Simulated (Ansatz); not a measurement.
## Effect of P vacancy, symmetric start on BP

Base system: an 8-atom supercell of BP in the zinc blende structure (space group F-43m, No. 216; a = 4.520 Å) at its relaxed geometry.

Now apply this change: one P atom is removed, atoms relaxed at fixed cell.

The values are results of Kohn–Sham DFT with the PBEsol functional, run in Ansatz (an electronic-structure program) with PAW and 420 eV plane waves, no spin-orbit coupling, not measurements. Settings: 5×5×5 k-points, 0.01 eV Fermi–Dirac smearing.

| quantity | base | changed | shift |
|---|---|---|---|
| pressure | 0.0 GPa | -2.6 GPa | -2.6 GPa |
| energy gained by relaxation | – | 0.26 eV | – |
| largest displacement of a host atom from its site in the perfect cell | – | 0.13 Å | – |
| mean distance from the defect site to its nearest host atoms | 1.96 Å | 2.09 Å | +0.13 Å |

Final structure:

```yaml
crystal:
  lattice:
    - [-4.52021, 0.00000, 0.00000]
    - [0.00000, 0.00000, 4.52021]
    - [0.00000, 4.52021, 0.00000]
  atoms:
    - { symbol: P, position: [0.75000, 0.75000, 0.25000] }
    - { symbol: P, position: [0.75000, 0.25000, 0.75000] }
    - { symbol: P, position: [0.25000, 0.25000, 0.25000] }
    - { symbol: B, position: [0.98328, 0.01672, 0.01672] }
    - { symbol: B, position: [0.51672, 0.01672, 0.48328] }
    - { symbol: B, position: [0.51672, 0.48328, 0.01672] }
    - { symbol: B, position: [0.98328, 0.48328, 0.48328] }
```

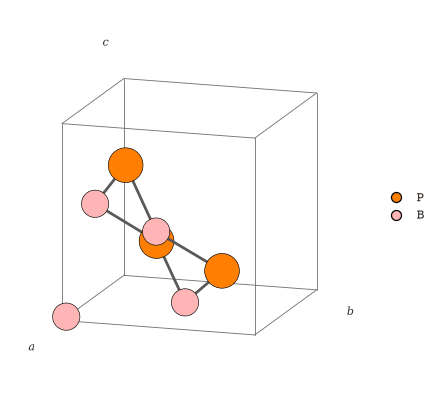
Figure: The relaxed cell after the change

Other magnetic orders, which the real material may have, were not ruled out. In so small a cell the defect repeats every few ångströms: this is an ordered compound, not a dilute defect. The mesh was chosen for an insulator and is coarse for the gapless case. The defect started on the symmetric site and kept its symmetry, so it may sit on a saddle. Seeded moments were not kept for P vacancy. The defect cell is spin-polarised and ends with 0.0 μB.
